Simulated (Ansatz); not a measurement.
# UHF/cc-pVDZ run of C2H3F2Si (SMILES [H]/[C]=C\[SiH](F)F)

Aim: the vertical doublet–quartet gap of C2H3F2Si at UHF/cc-pVDZ, from 2 runs. 

The results are computed with Ansatz 0.2.0.

50 further runs of the same task are left out: 50 set aside as unsound or not needed.

**1. The system as given**

C2H3F2Si: 8 atoms, total charge 0, spin state doublet. SMILES: `[H]/[C]=C\[SiH](F)F`. Geometry: relaxed at PBE0-D4/def2-TZVP. This is one conformer, not always the lowest.

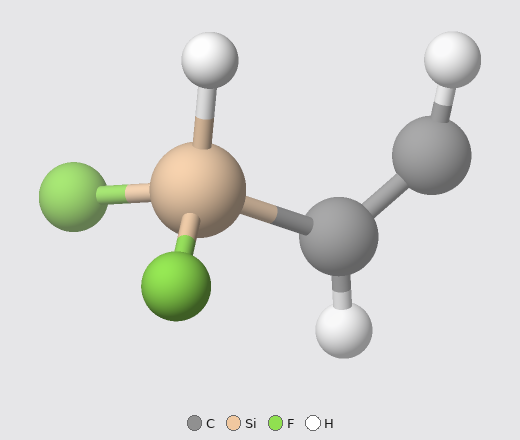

The structure, seen from a chosen angle (carbon grey, silicon light orange, fluorine green, hydrogen white).

**2. A single-point energy at UHF/cc-pVDZ**

Input file run.yaml:

```yaml
crystal:
  periodic: [false, false, false]
  atoms:
    - {symbol: C, position_ang: [0.855200, 0.475100, 1.494400]}
    - {symbol: C, position_ang: [0.948700, 0.119800, 0.241900]}
    - {symbol: Si, position_ang: [-0.602400, -0.240700, -0.691900]}
    - {symbol: F, position_ang: [-0.572000, -1.723000, -1.260300]}
    - {symbol: F, position_ang: [-0.719900, 0.713400, -1.955600]}
    - {symbol: H, position_ang: [0.063700, 0.635800, 2.215100]}
    - {symbol: H, position_ang: [1.921500, 0.036900, -0.245900]}
    - {symbol: H, position_ang: [-1.802600, -0.074200, 0.146400]}
basis:
  gaussian: {orbitals: cc-pVDZ}
magnetization: {spin_polarized: true, initial_magnetization: 1}
hamiltonian: {xc: hf}
accuracy: high
output: {orbitals: {seedname: orbitals}}
```

Launch:

```
$ ansatz run run.yaml --threads 1 --pin off --max-ram 3480MiB --events-out events.jsonl --progress --plain --runs-dir runs
```

What it wrote:

```text
Warning: RAYON_NUM_THREADS=1 ignored (pool sized by the plan → 1); use --threads N
Functional definition: HF
  name "HF"
  exchange = exact_x
  correlation = 0
2002 factors; integrals over basis functions are off by at most 3.8e-9 eV
mean field evaluation 1: about -15380.2367 eV, gradient 2.6e1 eV
mean field evaluation 2: about -15380.3625 eV, gradient 2.6e1 eV
mean field evaluation 4: about -15383.6086 eV, gradient 3.0e0 eV
mean field evaluation 8: about -15383.7829 eV, gradient 6.0e-1 eV
mean field evaluation 16: about -15383.8486 eV, gradient 4.0e-4 eV
mean field -15383.84864675 eV, -565.3460102208 hartree, gradient 2.5e-8 eV, S^2 0.918951; 0 other end points of the search recorded, 0 dependent functions left out
reference -15383.84864675 eV, -565.3460102208 hartree; 24, 23 occupied and 65, 66 virtual orbitals, 2002 factors
Total energy: -15383.84864675 eV, -565.3460102208 hartree
```

Wall time 3.6 s (1 thread of Arm Neoverse V2, shared host); peak memory 0.33 GiB.

**3. The quartet, same level**

Edit run.yaml of step 2 so:

```diff
@@ -12,6 +12,11 @@
 basis:
-  gaussian: {orbitals: cc-pVDZ}
-magnetization: {spin_polarized: true, initial_magnetization: 1}
-hamiltonian: {xc: hf}
+  gaussian:
+    orbitals: cc-pVDZ
+magnetization:
+  spin_polarized: true
+  initial_magnetization: 3
+hamiltonian:
+  xc: hf
 accuracy: high
-output: {orbitals: {seedname: orbitals}}
+output:
+  orbitals: {seedname: orbitals}
```

Launch:

```
$ ansatz run run.yaml --threads 1 --pin off --max-ram 3480MiB --events-out events.jsonl --progress --plain --runs-dir runs
```

What it wrote:

```text
Warning: RAYON_NUM_THREADS=1 ignored (pool sized by the plan → 1); use --threads N
Functional definition: HF
  name "HF"
  exchange = exact_x
  correlation = 0
2002 factors; integrals over basis functions are off by at most 3.8e-9 eV
mean field evaluation 1: about -15376.6751 eV, gradient 2.5e1 eV
mean field evaluation 2: about -15376.8175 eV, gradient 2.5e1 eV
mean field evaluation 4: about -15380.2326 eV, gradient 3.5e0 eV
mean field evaluation 8: about -15380.4293 eV, gradient 1.8e-1 eV
mean field evaluation 16: about -15380.4299 eV, gradient 2.4e-8 eV
mean field -15380.42989473 eV, -565.2203734014 hartree, gradient 3.9e-8 eV, S^2 3.770340; 0 other end points of the search recorded, 0 dependent functions left out
reference -15380.42989473 eV, -565.2203734014 hartree; 25, 22 occupied and 64, 67 virtual orbitals, 2002 factors
Total energy: -15380.42989473 eV, -565.2203734014 hartree
```

Wall time 3.6 s (1 thread of Arm Neoverse V2, shared host); peak memory 0.33 GiB.

**4. Results**

At UHF/cc-pVDZ:

| quantity | value |
| --- | --- |
| doublet: total energy | -565.34601 Eh |
| doublet: HOMO energy (highest over α and β) | -10.88 eV |
| doublet: LUMO energy (lowest over α and β) | 2.80 eV |
| doublet: ⟨S²⟩ | 0.919 |
| quartet: total energy | -565.22037 Eh |
| quartet: HOMO energy (highest over α and β) | -7.66 eV |
| quartet: LUMO energy (lowest over α and β) | 0.10 eV |
| quartet: ⟨S²⟩ | 3.770 |
| vertical energy of the quartet above the doublet | 3.419 eV |

What this shows: At this shape the quartet lies 3.42 eV (330 kJ/mol) above the doublet. ⟨S²⟩ (doublet) is 0.92 where a pure doublet has 0.75: the reference is spin-contaminated.
